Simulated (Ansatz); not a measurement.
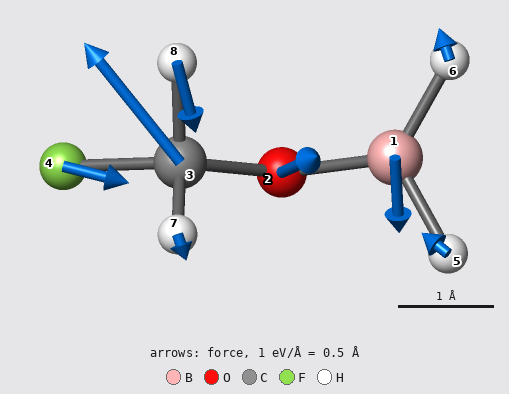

Starting geometry of CH₄BFO with the computed forces as blue arrows. Style: ball-and-stick. Shown face on.

The run prepares an end point of a later path (torsion) calculation, from a guessed geometry.

These are results of RKS B3LYP-D4/def2-SVP (Ansatz 0.2.0), not measurements. Settings: no spin polarisation; force threshold 0.015 eV/Å; at most 40 steps.

**Is this structure relaxed? If not, where do the atoms go?**

It isn't relaxed: the largest force vector, on C3, is 3.25 eV/Å. The final displacements follow the starting forces only in part (cosine between the two patterns 0.30). O2 moves most after the best rigid fit: 1.07 Å. By element the largest moves are O 1.07 Å, H 0.84 Å, F 0.71 Å, C 0.20 Å, B 0.07 Å. Near-neighbour distances that change, for instance: C3–H8 1.179 → 1.102 Å, B1–O2 1.422 → 1.351 Å, C3–F4 1.399 → 1.362 Å, B1–H5 1.245 → 1.211 Å. Bond angles that change, for instance: B1–O2–C3 107.3° → 122.3°, O2–B1–H6 125.1° → 116.9°, H5–B1–H6 115.5° → 123.2°. Groups turn about B1–O2 by about 95°, O2–C3 by about 85°. The energy falls by 1.133 eV in 19 accepted moves (21 points after the start). Largest force component: 2.9 eV/Å at the start, 0.0087 eV/Å at the end. The line search rejected the trial steps at points 10, 19 of the run. Cost: 4 min on 1 thread of Intel(R) Xeon(R) Processor @ 2.50GHz (Skylake/Cascade Lake), on a shared host, peak memory 0.15 GiB.
